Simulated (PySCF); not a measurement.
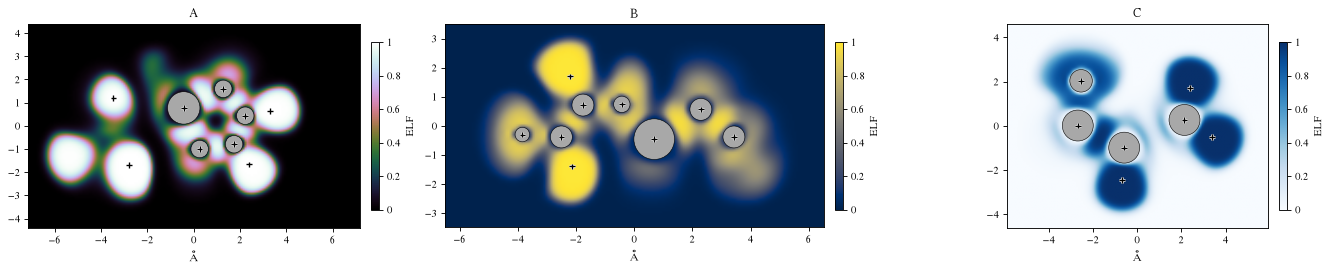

The ELF of 3 systems, each on a plane through atoms (crosses mark nuclei in the plane; grey discs cover the cores).

All numbers below come from PBE0/pcSseg-1, SCF density, gas phase, non-relativistic in PySCF 2.14.0.

System 1: C₅H₉FO₂Si (SMILES CC(=O)C[SiH2]O/C=C/F), the plane of atoms C4, Si5 and O6. Geometry: GFN2-xTB.

```yaml
atoms:
  - { symbol: C, position_ang: [-3.0705, -0.6529, -0.0633] }
  - { symbol: C, position_ang: [-2.2946, 0.5714, -0.4808] }
  - { symbol: O, position_ang: [-2.6366, 1.6899, -0.1804] }
  - { symbol: C, position_ang: [-1.0494, 0.2924, -1.2513] }
  - { symbol: Si, position_ang: [0.4117, 0.4123, -0.0388] }
  - { symbol: O, position_ang: [1.6308, -0.1111, -0.9934] }
  - { symbol: C, position_ang: [2.9352, -0.2895, -0.7580] }
  - { symbol: C, position_ang: [3.5390, -0.0612, 0.3962] }
  - { symbol: F, position_ang: [4.8587, -0.2772, 0.5319] }
  - { symbol: H, position_ang: [-3.4516, -1.1608, -0.9471] }
  - { symbol: H, position_ang: [-3.9040, -0.3725, 0.5749] }
  - { symbol: H, position_ang: [-2.4122, -1.3377, 0.4657] }
  - { symbol: H, position_ang: [-1.0826, -0.6852, -1.7271] }
  - { symbol: H, position_ang: [-0.9170, 1.0577, -2.0149] }
  - { symbol: H, position_ang: [0.6403, 1.7763, 0.4261] }
  - { symbol: H, position_ang: [0.2362, -0.4928, 1.1026] }
  - { symbol: H, position_ang: [3.4873, -0.6516, -1.6164] }
  - { symbol: H, position_ang: [3.0704, 0.2988, 1.2975] }
```

System 2: C₅H₁₂SSi₂ (SMILES [SiH3]CS[SiH]1CC=CC1), the plane of atoms C5, C6 and H17. Geometry: GFN2-xTB.

```xyz
20

Si    2.9727   -0.2646    1.0292
C     2.5153    1.1701   -0.1346
S     0.8280    1.8213    0.1457
Si   -0.3861    0.2844   -0.7275
C    -0.8702   -1.1732    0.4046
C    -2.3701   -1.1429    0.3799
C    -2.9859   -0.1623   -0.2562
C    -2.1733    0.8939   -0.9388
H     4.4155   -0.4772    0.9025
H     2.6109    0.0956    2.3966
H     2.2455   -1.4596    0.5962
H     2.5871    0.8966   -1.1852
H     3.1639    2.0277    0.0314
H     0.2645   -0.1381   -1.9729
H    -0.5164   -1.0623    1.4326
H    -0.5084   -2.1416    0.0560
H    -2.9056   -1.9255    0.8978
H    -4.0630   -0.0854   -0.2963
H    -2.4764    0.9896   -1.9812
H    -2.3533    1.8641   -0.4727
```

System 3: Cl₃H₅P₂Si₃, the plane of atoms Si2, Si5 and H9. Geometry: GFN2-xTB.

```xyz
13

Cl    3.6061   -1.0846   -0.7581
Si    2.3630    0.2949    0.0326
Cl    3.2011    2.1113   -0.2364
Cl    2.2507   -0.0443    2.0289
Si    0.2627    0.1924   -0.9603
P    -0.9020   -1.7408   -0.6837
Si   -2.4215   -0.3535    0.2680
P    -1.3285    1.5910   -0.1345
H     0.3412    0.4401   -2.4072
H    -0.2920   -2.1110    0.5040
H    -3.6677   -0.3860   -0.4927
H    -2.6385   -0.6143    1.6895
H    -0.7790    1.7054    1.1322
```

### Which map belongs to which system?

Panel A is system 2, C₅H₁₂SSi₂: the plane holds Si, C and H. C–C (1.32 Å): the ELF peaks at about 0.90 between the atoms; a short, multiple covalent bond. Panel B is system 1, C₅H₉FO₂Si: the plane holds C, Si, O, F and H. C–C (1.32 Å): the ELF peaks at about 0.95 between the atoms: a short, multiple covalent bond. Panel C is system 3, Cl₃H₅P₂Si₃: the plane holds Si, Cl and H. Si–Cl (2.03 Å): the ELF peaks at about 0.90 between the atoms: a polar covalent bond.
